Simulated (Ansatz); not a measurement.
## Electronic structure of BFH2O···H4OSi in real space

```xyz
11

B     0.0186   -0.3841    0.0358
O    -0.7605   -0.9815    1.0072
H    -1.6805   -1.0395    0.7306
F     1.3233   -0.3646    0.2536
H    -0.4321    0.0059   -1.0126
O    -0.2716    1.7543    1.5025
Si    0.9632    2.6273    2.2320
H     1.9318    1.7185    2.9167
H     1.6388    3.3968    1.1526
H     0.4114    3.5789    3.2456
H    -0.5954    0.9790    2.0127
```

Not at a stationary point (largest force 0.9 eV/Å).

Method: RKS PBE0/def2-SVP (Ansatz 0.2.0).

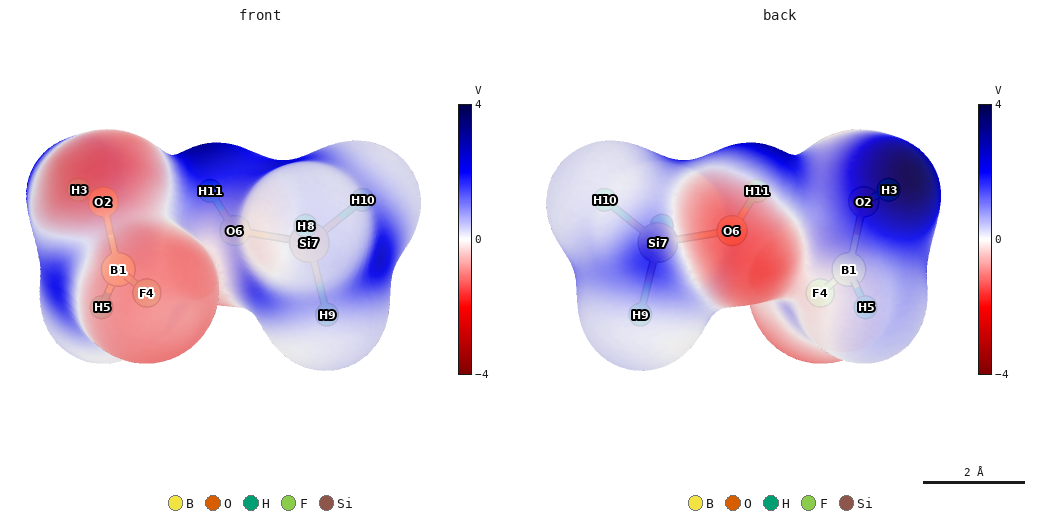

Figure 1. The molecular electrostatic potential painted on the density surface at 0.004 e/bohr³, seen from the front and from behind; the colour scale runs from red (negative) to blue (positive).

Describe the electrostatic potential map.

The most negative region (about −1.4 V, or −32 kcal/mol for a unit charge) lies over O6, the most positive (about +3.8 V, or +88 kcal/mol for a unit charge) over H3. O6 is the likeliest acceptor of a hydrogen bond.

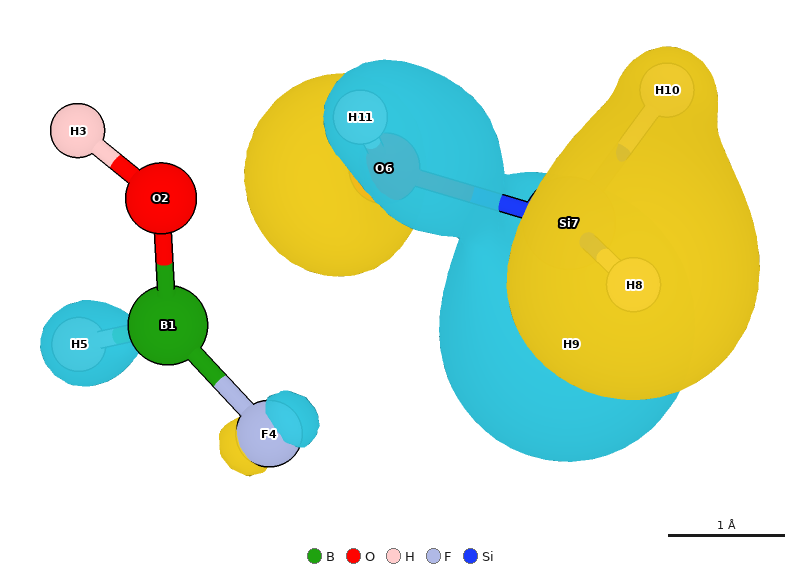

Figure 2. The HOMO−1 at ±0.1 Å⁻³ᐟ² (yellow and cyan are the two phases), seen at a tilt.

Where does this orbital lie, and at what energy?

Its weight (Hirshfeld) is mainly on Si7 (about 30 %), O6 (about 20 %), H9 (about 20 %) and H8 (about 20 %). Its energy is −9.31 eV.

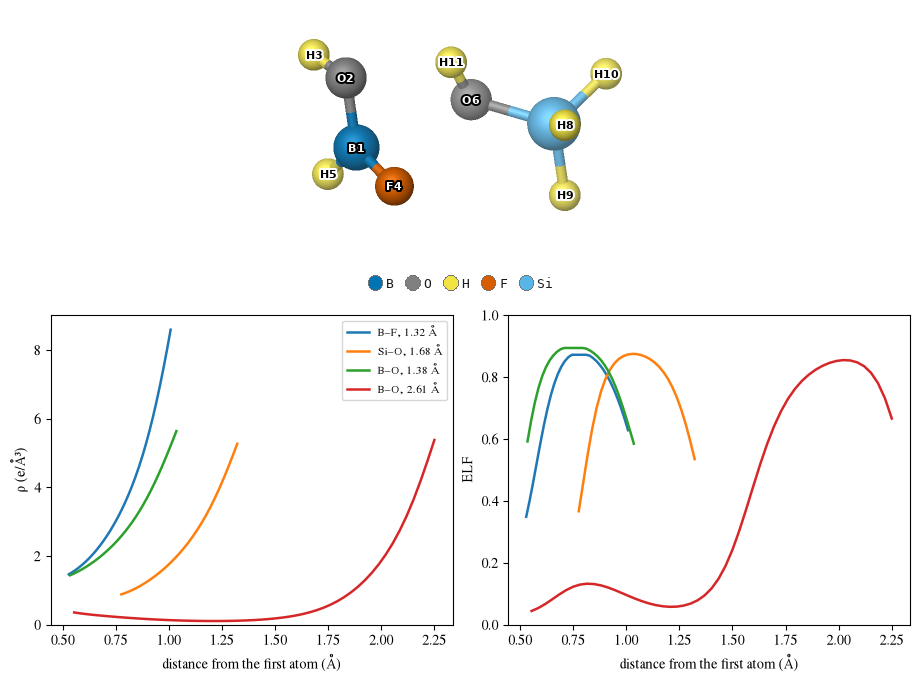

Figure 3. Total electron density and ELF along straight lines between neighbouring atoms. The curves leave out the atomic cores. The structure is drawn too.

Compare the contacts.

B–F (1.32 Å): ρ is about 2.2 e/Å³ halfway; the ELF peaks at about 0.85 between the atoms: a shared but strongly polarised pair.
Si–O (1.68 Å): the density is about 1 e/Å³ at the midpoint; the ELF peaks at about 0.85 between the atoms, as expected for a polar covalent bond.
B–O (1.38 Å): ρ is about 2 e/Å³ halfway; the ELF peaks at about 0.90 between the atoms: a shared but strongly polarised pair.
B1···O6 (2.61 Å): the density falls to about 0.1 e/Å³ on the way; the ELF is about 0.05 at the midpoint.
